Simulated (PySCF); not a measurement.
# Si2H6O2: NMR shifts at several levels of theory, part 2 of 2

PySCF 2.14.0. Atoms count from 0. The steps go on from the part before.

## Step 9: NMR shieldings: KT3/pcSseg-2

Job settings and geometry (Å):

```
{"job": {"kind": "nmr", "xc": "KT3", "basis": "pcSseg-2", "pop": false}, "charge": 0, "multiplicity": 1}
O      2.521671    -0.282025    -0.134704
Si     1.007836    -0.917925     0.054022
O     -0.110642     0.286033     0.202924
Si    -1.635715     0.890596     0.399919
H      2.881221     0.227486     0.596922
H      0.752423    -1.708497    -1.176077
H      0.925501    -1.764257     1.282116
H     -2.501142     0.502741    -0.754111
H     -1.554562     2.376748     0.479851
H     -2.243694     0.362016     1.658743
```

Level: GIAO KT3/pcSseg-2 NMR shielding, non-relativistic, gas phase.

Output:

```text
coarse grid: 9144 points
cycle   1  E = -739.5535983128  dE =  3.245e-01  |g| = 1.214e+00  |ddm| = 2.284e+00
cycle   2  E = -738.2276867905  dE =  1.326e+00  |g| = 2.722e+00  |ddm| = 2.914e+00
cycle   3  E = -739.8095751350  dE = -1.582e+00  |g| = 1.736e-01  |ddm| = 2.573e+00
cycle   4  E = -739.8143642029  dE = -4.789e-03  |g| = 1.381e-01  |ddm| = 2.442e-01
cycle   5  E = -739.8177286874  dE = -3.364e-03  |g| = 4.944e-02  |ddm| = 9.588e-02
cycle   6  E = -739.8182212705  dE = -4.926e-04  |g| = 5.289e-03  |ddm| = 3.351e-02
cycle   7  E = -739.8182263406  dE = -5.070e-06  |g| = 1.283e-03  |ddm| = 4.976e-03
final grid: 78504 points
cycle   8  E = -739.8510486223  dE = -2.459e-04  |g| = 2.120e-02  |ddm| = 2.865e-02
cycle   9  E = -739.8509157714  dE =  1.329e-04  |g| = 3.254e-02  |ddm| = 2.386e-02
cycle  10  E = -739.8510907534  dE = -1.750e-04  |g| = 6.782e-03  |ddm| = 1.910e-02
cycle  11  E = -739.8510984309  dE = -7.678e-06  |g| = 1.036e-03  |ddm| = 3.872e-03
cycle  12  E = -739.8510986346  dE = -2.037e-07  |g| = 3.210e-04  |ddm| = 7.468e-04
cycle  13  E = -739.8510986524  dE = -1.775e-08  |g| = 5.911e-05  |ddm| = 2.236e-04
cycle  14  E = -739.8510986535  dE = -1.085e-09  |g| = 5.934e-06  |ddm| = 6.805e-05
cycle  15  E = -739.8510986535  dE = -6.253e-12  |g| = 1.726e-06  |ddm| = 6.772e-06
converged SCF energy = -739.8510986535

GIAO shielding tensors (ppm)
atom      isotropic    diamagn.    paramagn.     s11        s22        s33       span
  0 O      260.929     383.947    -123.018    205.019    281.954    295.814     90.795
  1 Si     397.727     878.333    -480.606    378.336    397.547    417.299     38.963
  2 O      269.848     398.445    -128.597    241.084    251.703    316.757     75.672
  3 Si     406.150     879.188    -473.038    366.171    371.605    480.673    114.502
  4 H       29.683      31.768      -2.085     22.891     25.469     40.689     17.798
  5 H       26.548      29.146      -2.598     23.378     24.830     31.436      8.058
  6 H       26.173      29.148      -2.976     22.856     24.700     30.963      8.107
  7 H       26.242      28.861      -2.619     23.354     24.547     30.824      7.471
  8 H       26.336      28.751      -2.415     23.439     24.728     30.842      7.404
  9 H       26.251      28.741      -2.490     23.379     24.579     30.795      7.417
```

It took 28 s on 1 thread of Arm Neoverse V2, shared host; peak memory 0.86 GiB.

Key values: δ O0 62.9, O2 54.0, Si1 -39.5, Si3 -47.9, H7 5.08, H5 4.99 ppm (means over like atoms).

## Step 10: NMR shieldings: B97-D/pcSseg-2

The job, as its differences from that of step 9:

```diff
@@ -1,2 +1,2 @@
-{"job": {"kind": "nmr", "xc": "KT3", "basis": "pcSseg-2", "pop": false}, "charge": 0, "multiplicity": 1}
+{"job": {"kind": "nmr", "xc": "B97-D", "basis": "pcSseg-2", "pop": false}, "charge": 0, "multiplicity": 1}
 O      2.521671    -0.282025    -0.134704
```

Method: GIAO B97-D/pcSseg-2 NMR shielding, non-relativistic, gas phase.

Output:

```text
coarse grid: 9144 points
cycle   1  E = -732.9039983401  dE =  3.101e-01  |g| = 1.222e+00  |ddm| = 2.312e+00
cycle   2  E = -731.6412593153  dE =  1.263e+00  |g| = 2.718e+00  |ddm| = 2.663e+00
cycle   3  E = -733.1534445500  dE = -1.512e+00  |g| = 1.835e-01  |ddm| = 2.335e+00
cycle   4  E = -733.1593533530  dE = -5.909e-03  |g| = 1.332e-01  |ddm| = 2.413e-01
cycle   5  E = -733.1623096276  dE = -2.956e-03  |g| = 5.290e-02  |ddm| = 9.278e-02
cycle   6  E = -733.1628406132  dE = -5.310e-04  |g| = 5.632e-03  |ddm| = 3.249e-02
cycle   7  E = -733.1628459007  dE = -5.287e-06  |g| = 1.345e-03  |ddm| = 5.087e-03
final grid: 78504 points
cycle   8  E = -733.1674957609  dE = -9.520e-05  |g| = 7.330e-03  |ddm| = 3.187e-02
cycle   9  E = -733.1674951992  dE =  5.618e-07  |g| = 5.098e-03  |ddm| = 4.749e-03
cycle  10  E = -733.1674965970  dE = -1.398e-06  |g| = 3.970e-03  |ddm| = 4.415e-03
cycle  11  E = -733.1674993302  dE = -2.733e-06  |g| = 2.605e-04  |ddm| = 1.946e-03
cycle  12  E = -733.1674993406  dE = -1.039e-08  |g| = 1.387e-04  |ddm| = 2.071e-04
cycle  13  E = -733.1674993430  dE = -2.463e-09  |g| = 6.350e-05  |ddm| = 9.881e-05
cycle  14  E = -733.1674993439  dE = -8.318e-10  |g| = 3.890e-06  |ddm| = 4.613e-05
converged SCF energy = -733.1674993439

GIAO shielding tensors (ppm)
atom      isotropic    diamagn.    paramagn.     s11        s22        s33       span
  0 O      263.197     384.252    -121.055    208.536    283.947    297.108     88.572
  1 Si     382.261     876.800    -494.539    363.188    381.852    401.743     38.554
  2 O      269.796     397.879    -128.083    241.309    252.637    315.441     74.132
  3 Si     389.398     877.825    -488.426    349.901    355.201    463.093    113.192
  4 H       29.691      31.737      -2.047     22.872     25.424     40.775     17.903
  5 H       26.537      29.085      -2.548     23.366     24.846     31.398      8.032
  6 H       26.150      29.146      -2.996     22.850     24.694     30.906      8.056
  7 H       26.221      28.828      -2.606     23.332     24.547     30.785      7.453
  8 H       26.320      28.772      -2.452     23.420     24.728     30.812      7.392
  9 H       26.230      28.749      -2.519     23.355     24.579     30.757      7.402
```

It took 30 s on 1 thread of Arm Neoverse V2, shared host; peak memory 0.86 GiB.

Key values: δ O0 62.0, O2 55.4, Si1 -45.7, Si3 -52.8, H7 5.14, H5 5.05 ppm (means over like atoms).

## Step 11: Shielding tensors: B3LYP/pcSseg-2

The job, as its differences from that of step 10:

```diff
@@ -1,2 +1,2 @@
-{"job": {"kind": "nmr", "xc": "B97-D", "basis": "pcSseg-2", "pop": false}, "charge": 0, "multiplicity": 1}
+{"job": {"kind": "nmr", "xc": "B3LYP", "basis": "pcSseg-2", "pop": false}, "charge": 0, "multiplicity": 1}
 O      2.521671    -0.282025    -0.134704
```

Method: GIAO B3LYP/pcSseg-2 NMR shielding, non-relativistic, gas phase.

Output:

```text
coarse grid: 9144 points
cycle   1  E = -733.1183742922  dE =  2.454e-01  |g| = 1.116e+00  |ddm| = 2.270e+00
cycle   2  E = -732.5800760417  dE =  5.383e-01  |g| = 1.999e+00  |ddm| = 1.658e+00
cycle   3  E = -733.3239512616  dE = -7.439e-01  |g| = 1.188e-01  |ddm| = 1.268e+00
cycle   4  E = -733.3260080522  dE = -2.057e-03  |g| = 7.549e-02  |ddm| = 1.127e-01
cycle   5  E = -733.3269193097  dE = -9.113e-04  |g| = 2.268e-02  |ddm| = 4.333e-02
cycle   6  E = -733.3270047015  dE = -8.539e-05  |g| = 1.619e-03  |ddm| = 1.120e-02
cycle   7  E = -733.3270051918  dE = -4.903e-07  |g| = 3.759e-04  |ddm| = 1.603e-03
final grid: 78504 points
cycle   8  E = -733.3267528447  dE = -2.805e-05  |g| = 1.917e-03  |ddm| = 1.487e-02
cycle   9  E = -733.3267527585  dE =  8.615e-08  |g| = 1.798e-03  |ddm| = 1.835e-03
cycle  10  E = -733.3267531631  dE = -4.046e-07  |g| = 7.317e-04  |ddm| = 1.045e-03
cycle  11  E = -733.3267532526  dE = -8.944e-08  |g| = 1.102e-04  |ddm| = 3.850e-04
cycle  12  E = -733.3267532544  dE = -1.890e-09  |g| = 3.771e-05  |ddm| = 9.012e-05
cycle  13  E = -733.3267532547  dE = -2.260e-10  |g| = 1.200e-05  |ddm| = 2.217e-05
converged SCF energy = -733.3267532547

GIAO shielding tensors (ppm)
atom      isotropic    diamagn.    paramagn.     s11        s22        s33       span
  0 O      263.822     384.225    -120.403    208.775    286.222    296.469     87.694
  1 Si     370.971     875.281    -504.310    353.920    370.043    388.950     35.030
  2 O      269.260     398.077    -128.817    239.865    254.186    313.729     73.864
  3 Si     378.463     876.414    -497.951    338.918    344.600    451.869    112.952
  4 H       29.620      31.691      -2.072     22.680     25.195     40.985     18.305
  5 H       26.594      28.884      -2.290     23.388     24.912     31.481      8.093
  6 H       26.279      28.978      -2.699     22.977     24.815     31.046      8.069
  7 H       26.287      28.629      -2.343     23.390     24.616     30.854      7.464
  8 H       26.367      28.602      -2.235     23.454     24.762     30.885      7.431
  9 H       26.299      28.585      -2.286     23.418     24.654     30.824      7.405
```

It took 22 s on 1 thread of Arm Neoverse V2, shared host; peak memory 1 GiB.

This run: δ O0 62.0, O2 56.6, Si1 -46.4, Si3 -53.9, H7 5.07, H5 4.95 ppm (means over like atoms).

## Step 12: Run by run: NMR shifts

Shifts (ppm), means over like atoms, with basis size and wall time:

```
           run    H7    H5    H4    O0    O2    Si1    Si3  functions  time
   HF/pcSseg-2  4.60  4.41  2.09  39.4  30.1  -47.9  -51.5        242  12 s
  LDA/pcSseg-2  5.62  5.53  1.99  79.5  72.1  -31.8  -44.7        242  20 s
  PBE/pcSseg-2  5.36  5.28  1.74  70.6  63.7  -38.4  -48.7        242  23 s
 BLYP/pcSseg-2  5.24  5.15  1.68  69.7  65.5  -48.4  -57.0        242  24 s
 BP86/pcSseg-2  5.34  5.26  1.73  68.3  61.3  -40.0  -49.0        242  29 s
 OPBE/pcSseg-2  5.25  5.16  1.70  62.8  53.8  -33.0  -42.3        242  28 s
  KT2/pcSseg-2  5.31  5.23  1.78  69.1  58.5  -34.2  -44.5        242  28 s
  KT3/pcSseg-2  5.08  4.99  1.67  62.9  54.0  -39.5  -47.9        242  28 s
B97-D/pcSseg-2  5.14  5.05  1.71  62.0  55.4  -45.7  -52.8        242  30 s
B3LYP/pcSseg-2  5.07  4.95  1.77  62.0  56.6  -46.4  -53.9        242  22 s
```

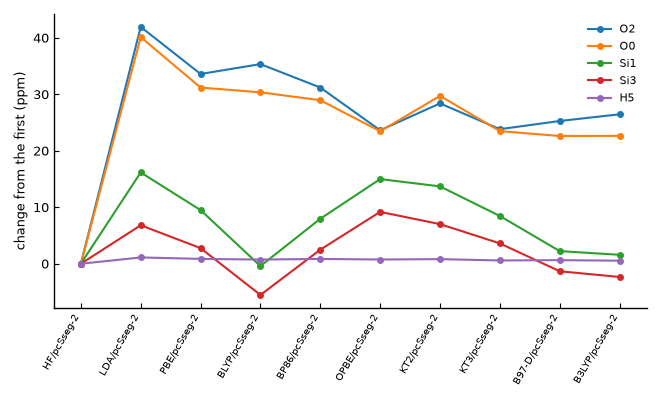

How five of the tabulated atoms move from run to run.

## Step 13: What came out

This closing draws on all 2 parts.

```
                                                            quantity                 value
¹H shifts against TMS (HF/pcSseg-2, means over atoms taken as alike)  4.60, 4.41, 2.09 ppm
                                ¹⁷O shifts against H2O (HF/pcSseg-2)        39.4, 30.1 ppm
                               ²⁹Si shifts against TMS (HF/pcSseg-2)      -47.9, -51.5 ppm
                                            range of the shift of O2      30.1 to 72.1 ppm
```

In words: Single values in the summary come from the first run of each kind that ended normally (HF/pcSseg-2), which need not be the best level. At HF/pcSseg-2: Shielding is most anisotropic at Si3 (span 84 ppm, paramagnetic term -439 ppm). In ppm, O2 moves most: its shift spreads over 41.9 ppm, from 30.1 (HF/pcSseg-2) to 72.1 (LDA/pcSseg-2).
